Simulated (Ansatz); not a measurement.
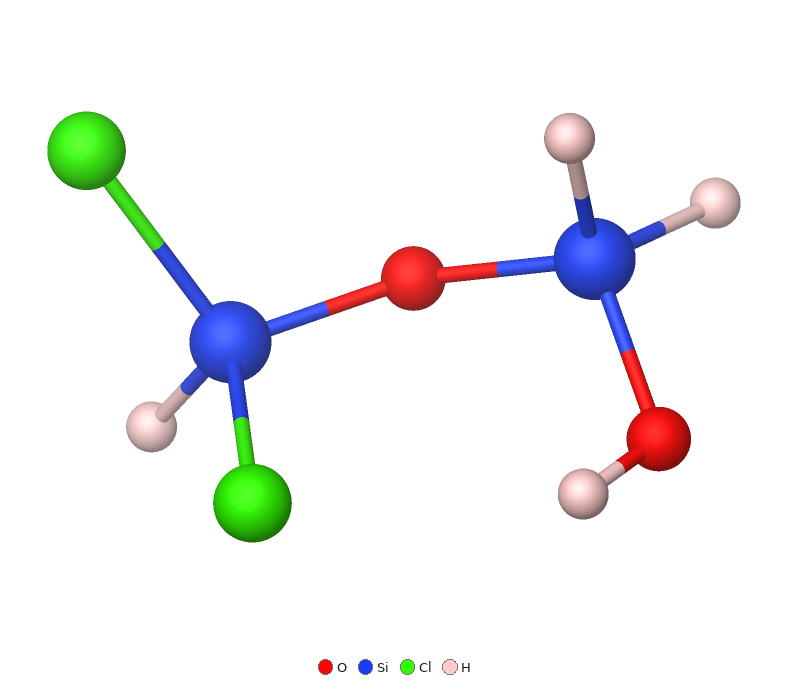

Computed geometry: PBE-D4/def2-SVP optimisation. No frequency run is at hand to confirm it as a minimum.

Give the structural formula.

SMILES: O[SiH2]O[SiH](Cl)Cl

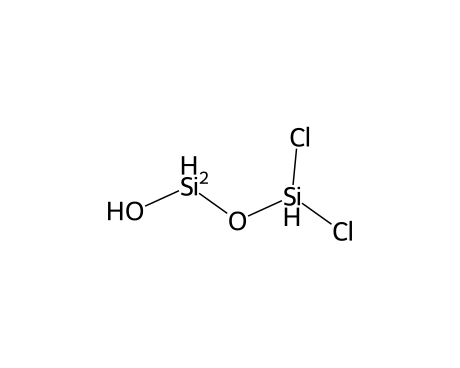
